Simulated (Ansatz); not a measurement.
BFH3NO2Si

Input file:

```
crystal:
  periodic: [false, false, false]
  atoms:
    - { symbol: "N", position_ang: [0.5739, -2.069, -0.144] }
    - { symbol: B, position_ang: [0.7187, -0.5427, -0.4141] }
    - { symbol: O, position_ang: [1.235, 0.746, 0.022] }
    - { symbol: Si, position_ang: [-0.1757, 1.2124, -0.5057] }
    - { symbol: O, position_ang: [-1.1605, 1.7311, 0.8308] }
    - { symbol: F, position_ang: [-0.0536, 2.3204, -1.7636] }
    - { symbol: H, position_ang: [1.0408, -2.2393, 0.7452] }
    - { symbol: H, position_ang: [-0.4569, -2.1514, 0.0042] }
    - { symbol: H, position_ang: [-1.6332, 0.9463, 1.2081] }
basis:
  gaussian: { orbitals: def2-SVP }
hamiltonian:
  xc: b3lyp
  dispersion: d4
relax:
  f_tol: 0.015
  max_steps: 40
output:
  orbitals: {}
```

Run with:

```sh
ansatz run input.yaml --threads 2 --pin off --max-ram 3072MiB --backend cpu --events-out ev --progress --plain --runs-dir out
```

The fields are those of the relaxed geometry.

These are results of Ansatz 0.2.0, RKS B3LYP-D4/def2-SVP, not measurements.

> Predict the electron density and electron localisation function between the atoms.

B–N (1.39 Å): ρ at the midpoint is about 2 e/Å³; the ELF peaks at about 0.95 between the atoms: a polar covalent bond.
Si–F (1.61 Å): ρ is about 1 e/Å³ halfway; the ELF peaks at about 0.85 in the valence shell of F, 0.6 Å from its nucleus, and is about 0.45 at the midpoint.
Si–O (1.65 Å): ρ at the midpoint is about 1.1 e/Å³; the ELF peaks at about 0.85 between the atoms: a shared but strongly polarised pair.
Si–B (1.89 Å): the density is about 0.74 e/Å³ at the midpoint; the ELF peaks at about 0.70 between the atoms.

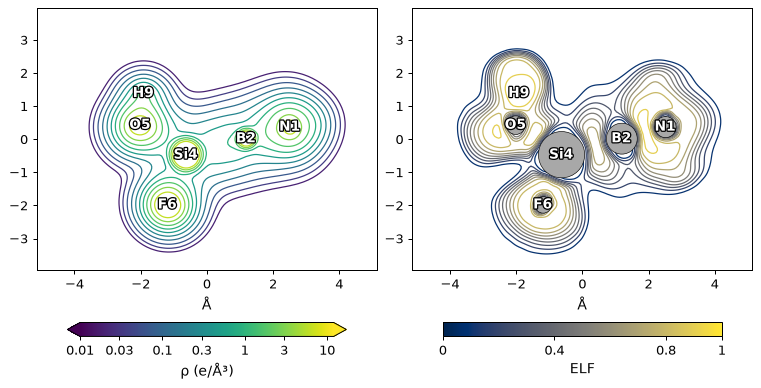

Computed electron density and electron localisation function on the plane of atoms O5, Si4 and F6, in this order. Grey discs cover the atomic cores in the ELF map. 
